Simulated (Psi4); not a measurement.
**GeH2I (SMILES [GeH2][I]) at 4 levels**

Aim: a comparison of 4 runs (UHF/def2-TZVP, UBLYP/def2-TZVP, USVWN5/def2-TZVP, UMP2/def2-TZVP) of GeH2I. 

Program for the calculation: Psi4 1.11.

1 further run of the same task is left out (set aside as unsound or not needed).

**1. The molecule**

The species is GeH2I (4 atoms), meant as a doublet with charge 0. As SMILES, `[GeH2][I]`. One bond was lengthened or shortened from a relaxed shape.

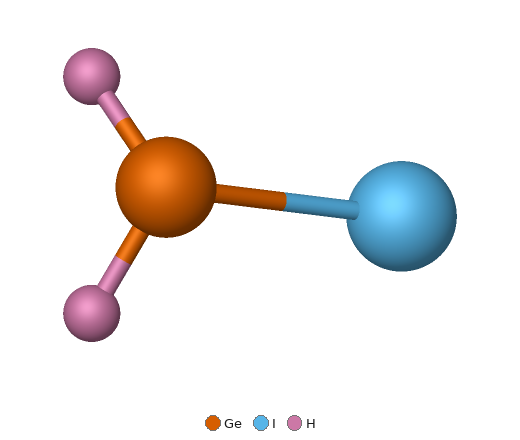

The structure, seen from a chosen angle (germanium orange, iodine blue, hydrogen pink).

**2. Energy and gradient at UHF/def2-TZVP (core potential) (run 1)**

The input, input.inp:

```
memory 1.6 GB

molecule system {
  0 2
  Ge    -0.258827    -0.356378    -0.737112
  I      1.489500    -0.164100     1.550100
  H     -1.694627    -0.591978    -0.213412
  H     -0.164527     0.976822    -1.514812
  symmetry c1
}

set basis def2-TZVP
set reference uhf
set puream true
set e_convergence 1e-09
set d_convergence 1e-08
set scf_type pk
set maxiter 200

E = gradient('hf')
```

Started as:

```
$ psi4 input.inp input.out -n 1
```

input.out:

```text
[...]
    !!!  WARNING: ECP capability is in beta. Please check occupations closely.  !!!
[...]
  Running in c1 symmetry.
[...]
  Nuclear repulsion =  176.052228554951256
[...]
  Multiplicity = 2
[...]
  Nalpha       = 30
  Nbeta        = 29
[...]
    Number of basis functions: 110
[...]
   @UHF iter   1: -2371.42899181102530   -5.55705e+00   2.61585e-02 ADIIS/DIIS
[...]
   @UHF iter  21: -2373.18445054896483   -1.13687e-11   4.75171e-09 DIIS
[...]
   @S^2 Observed:                7.605643828E-01
[...]
  @UHF Final Energy: -2373.18445054896483
   => Energetics <=
    Nuclear Repulsion Energy =            176.0522285549512560
    One-Electron Energy =               -3764.8863849566077988
    Two-Electron Energy =                1215.6497058526917954
    Total Energy =                      -2373.1844505489643780
  UHF NO Occupations:
  HONO-2 :   28  A 1.9989928
  HONO-1 :   29  A 1.9962052
[...]
  -Total Gradient:
     Atom            X                  Y                   Z
    ------   -----------------  -----------------  -----------------
       1       -0.019497153037    -0.004482762960    -0.028352201330
       2        0.024589301564     0.002046578849     0.031374896121
       3       -0.003913131807    -0.000176603985    -0.000352926112
       4       -0.001179016474     0.002612788095    -0.002669768584
[...]
```

Wall time 26 s (1 thread of Intel Xeon Platinum 8259CL at 2.50GHz (Skylake/Cascade Lake), shared host); peak memory 0.52 GiB.

**3. Energy and gradient at UBLYP/def2-TZVP (core potential) (run 2)**

The input, job.in:

```
memory 1.6 GB

molecule system {
  0 2
  Ge    -0.48911214    -0.67345682    -1.39293980
  I      2.81474706    -0.31010406     2.92926447
  H     -3.20238091    -1.11867629    -0.40329023
  H     -0.31091097     1.84592605    -2.86257981
  units bohr
  symmetry c1
}

set {
  basis                def2-TZVP
  reference            uks
  puream               true
  e_convergence        1e-09
  d_convergence        1e-08
  scf_type             pk
  dft_radial_points    99
  dft_spherical_points 590
  maxiter              200
}

result, w = gradient('blyp', return_wfn=True)
oeprop(w, 'WIBERG_LOWDIN_INDICES', 'DIPOLE', 'LOWDIN_CHARGES', title='BLYP')
```

Started as:

```
$ psi4 -n 1 job.in job.out
```

job.out:

```text
[...]
    !!!  WARNING: ECP capability is in beta. Please check occupations closely.  !!!
[...]
  Running in c1 symmetry.
[...]
  Nuclear repulsion =  176.052228710888016
[...]
  Multiplicity = 2
[...]
  Nalpha       = 30
  Nbeta        = 29
[...]
    Number of basis functions: 110
[...]
   @UKS iter   1: -2374.02790297668753   -3.58083e+00   2.92088e-02 DIIS/ADIIS
[...]
   @UKS iter  16: -2375.89611425245675   -3.63798e-12   3.45893e-09 DIIS
[...]
   @S^2 Observed:                7.519075430E-01
[...]
  @UKS Final Energy: -2375.89611425245675
   => Energetics <=
    Nuclear Repulsion Energy =            176.0522287108880164
    One-Electron Energy =               -3764.0112885808830470
    Two-Electron Energy =                1313.9653160005650534
    DFT Exchange-Correlation Energy =    -101.9023703830264935
    Empirical Dispersion Energy =           0.0000000000000000
    VV10 Nonlocal Energy =                  0.0000000000000000
    Total Energy =                      -2375.8961142524567549
[...]
  -Total Gradient:
     Atom            X                  Y                   Z
    ------   -----------------  -----------------  -----------------
       1       -0.024247747422     0.006506740873    -0.020688394242
       2        0.017939103949     0.001053470309     0.022359660895
       3        0.006254565414    -0.000598906547    -0.003476608823
       4        0.000056868908    -0.006966344199     0.001802547039
[...]
```

Run time: 57 s. Hardware: 1 thread of Intel Xeon Platinum 8259CL at 2.50GHz (Skylake/Cascade Lake), shared host; peak memory 0.56 GiB.

**4. Energy and gradient at USVWN5/def2-TZVP (core potential) (run 3)**

The input, geh2i.xyz:

```xyz
4
GeH2I
Ge    -0.258827    -0.356378    -0.737112
I      1.489500    -0.164100     1.550100
H     -1.694627    -0.591978    -0.213412
H     -0.164527     0.976822    -1.514812
```

The input, calc.py:

```python
import psi4

psi4.set_memory(1600000000)
psi4.set_num_threads(1)
psi4.core.set_output_file('output.dat', False)

with open('geh2i.xyz') as f:
    atoms = ''.join(f.readlines()[2:])
molecule = psi4.geometry('0 2\n' + atoms + 'symmetry c1\nno_reorient\nno_com')

psi4.set_options({
    'basis': 'def2-TZVP',
    'reference': 'uks',
    'puream': True,
    'e_convergence': 1e-09,
    'd_convergence': 1e-08,
    'scf_type': 'pk',
    'dft_radial_points': 99,
    'dft_spherical_points': 590,
    'maxiter': 200,
})

E, wfn = psi4.gradient("scf", dft_functional={"name": "SVWN5", "x_functionals": {"LDA_X": {}}, "c_functionals": {"LDA_C_VWN": {}}}, return_wfn=True)
psi4.oeprop(wfn, "WIBERG_LOWDIN_INDICES", "DIPOLE", "MAYER_INDICES")
print('gradient / Eh bohr^-1')
print(E.np.round(6))
print(f'energy = {wfn.energy():.10f} Eh')
```

Started as:

```
$ python calc.py
```

output.dat:

```text
[...]
    !!!  WARNING: ECP capability is in beta. Please check occupations closely.  !!!
[...]
  Running in c1 symmetry.
[...]
  Nuclear repulsion =  176.052228554951256
[...]
  Multiplicity = 2
[...]
  Nalpha       = 30
  Nbeta        = 29
[...]
    Number of basis functions: 110
[...]
   @UKS iter   1: -2370.44009897743626   -3.55733e+00   2.91779e-02 DIIS/ADIIS
[...]
   @UKS iter  15: -2372.31277002247543   -7.27596e-12   6.97688e-09 DIIS
[...]
   @S^2 Observed:                7.513711689E-01
[...]
  @UKS Final Energy: -2372.31277002247543
   => Energetics <=
    Nuclear Repulsion Energy =            176.0522285549512560
    One-Electron Energy =               -3763.8053663425671402
    Two-Electron Energy =                1313.6916804542959198
    DFT Exchange-Correlation Energy =     -98.2513126891558528
    Empirical Dispersion Energy =           0.0000000000000000
    VV10 Nonlocal Energy =                  0.0000000000000000
    Total Energy =                      -2372.3127700224754335
[...]
  -Total Gradient:
     Atom            X                  Y                   Z
    ------   -----------------  -----------------  -----------------
       1       -0.026480356389     0.002792831515    -0.027789995962
       2        0.024590325772     0.001608519483     0.030848307116
       3        0.002655921703    -0.000442793217    -0.002992211839
       4       -0.000766341834    -0.003964466456    -0.000073752680
[...]
```

Standard output:

```text
gradient / Eh bohr^-1
[[-2.6480e-02  2.7930e-03 -2.7790e-02]
 [ 2.4590e-02  1.6090e-03  3.0848e-02]
 [ 2.6560e-03 -4.4300e-04 -2.9920e-03]
 [-7.6600e-04 -3.9640e-03 -7.4000e-05]]
energy = -2372.3127700225 Eh
```

It took 37 s on 1 thread of Intel Xeon Platinum 8259CL at 2.50GHz (Skylake/Cascade Lake), shared host; peak memory 0.57 GiB.

**5. A single-point energy at UMP2/def2-TZVP (core potential) (run 4)**

The input, geh2i.py:

```python
import psi4

psi4.set_memory('1600 MB')
psi4.set_num_threads(1)
psi4.set_output_file('psi4.out', False)

mol = psi4.geometry("""
0 2
Ge    -0.258827    -0.356378    -0.737112
I      1.489500    -0.164100     1.550100
H     -1.694627    -0.591978    -0.213412
H     -0.164527     0.976822    -1.514812
symmetry c1
""")

options = {'basis': 'def2-TZVP', 'reference': 'uhf', 'puream': True, 'e_convergence': 1e-09, 'd_convergence': 1e-08, 'scf_type': 'pk', 'num_frozen_docc': 13, 'mp2_type': 'conv', 'maxiter': 200}
psi4.set_options(options)

E, wfn = psi4.energy("mp2", return_wfn=True)
print(f'total energy {E:.8f} hartree = {E * 27.211386:.5f} eV')
```

Started as:

```
$ python geh2i.py
```

psi4.out:

```text
[...]
  Running in c1 symmetry.
[...]
  Nuclear repulsion =  176.052228554951256
[...]
  Multiplicity = 2
[...]
  Nalpha       = 30
  Nbeta        = 29
[...]
    Number of basis functions: 110
[...]
   @UHF iter   1: -2371.42899181102530   -5.55705e+00   2.61585e-02 ADIIS/DIIS
[...]
   @UHF iter  21: -2373.18445054896483   -1.13687e-11   4.75171e-09 DIIS
[...]
   @S^2 Observed:                7.605643828E-01
[...]
  @UHF Final Energy: -2373.18445054896483
   => Energetics <=
    Nuclear Repulsion Energy =            176.0522285549512560
    One-Electron Energy =               -3764.8863849566077988
    Two-Electron Energy =                1215.6497058526917954
    Total Energy =                      -2373.1844505489643780
  UHF NO Occupations:
  HONO-2 :   28  A 1.9989928
  HONO-1 :   29  A 1.9962052
[...]
 Multipole Moments:
 ------------------------------------------------------------------------------------
     Multipole            Electronic (a.u.)      Nuclear  (a.u.)        Total (a.u.)
 ------------------------------------------------------------------------------------
 L = 1.  Multiply by 2.5417464519 to convert [e a0] to [Debye]
 Dipole X            :         40.3245570          -41.1488963           -0.8243393
 Dipole Y            :          2.7683661           -2.8622766           -0.0939105
 Dipole Z            :         50.7448210          -51.8272094           -1.0823885
 Magnitude           :                                                    1.3637886
[...]
	SCS-MP2 Total Energy (a.u.)        : -2373.83468589946597
	SOS-MP2 Total Energy (a.u.)        : -2373.75223724697389
	SCSN-MP2 Total Energy (a.u.)       : -2373.61977943412467
[...]
	SOS-PI-MP2 Total Energy (a.u.)     : -2373.84686836330866
[...]
	MP2 Total Energy (a.u.)            : -2373.90495208811581
[...]
```

Standard output:

```text
total energy -2373.90495209 hartree = -64597.24398 eV
```

It took 19 s on 1 thread of Intel Xeon Platinum 8259CL at 2.50GHz (Skylake/Cascade Lake), shared host; peak memory 0.83 GiB.

**6. The series**

```tsv
run	level	integration grid	properties	energy (Eh)	dipole moment (D)	HOMO energy (eV)	LUMO energy (eV)	wall time
1	UHF/def2-TZVP (core potential)	–	–	-2373.184451	3.47	-9.42	-0.36	26 s
2	UBLYP/def2-TZVP (core potential)	99 radial × 590 angular	(wiberg, dipole, lowdin)	-2375.896114	2.27	-5.62	-4.79	57 s
3	USVWN5/def2-TZVP (core potential)	99 radial × 590 angular	(wiberg, dipole, mayer)	-2372.312770	2.35	-5.87	-5.10	37 s
4	UMP2/def2-TZVP (core potential)	–	–	-2373.904952	–	-9.42	-0.36	19 s
```

**7. What came out**

| quantity | value |
| --- | --- |
| run 4: total energy | -2373.90495 Eh |
| run 4: HOMO energy (Hartree–Fock orbitals) (highest over α and β) | -9.42 eV |
| run 4: LUMO energy (Hartree–Fock orbitals) (lowest over α and β) | -0.36 eV |
| run 4: correlation energy (13 core orbitals frozen) | -720.5 mEh |
| run 4: ⟨S²⟩ of the reference determinant | 0.761 |

What this shows: Over runs 1, 2, 3 the dipole moment (its size) runs from 2.27 D (UBLYP/def2-TZVP) to 3.47 D (UHF/def2-TZVP). Totals of different functionals can't be ranked against each other. All runs together took 2.3 min, the longest 57 s.
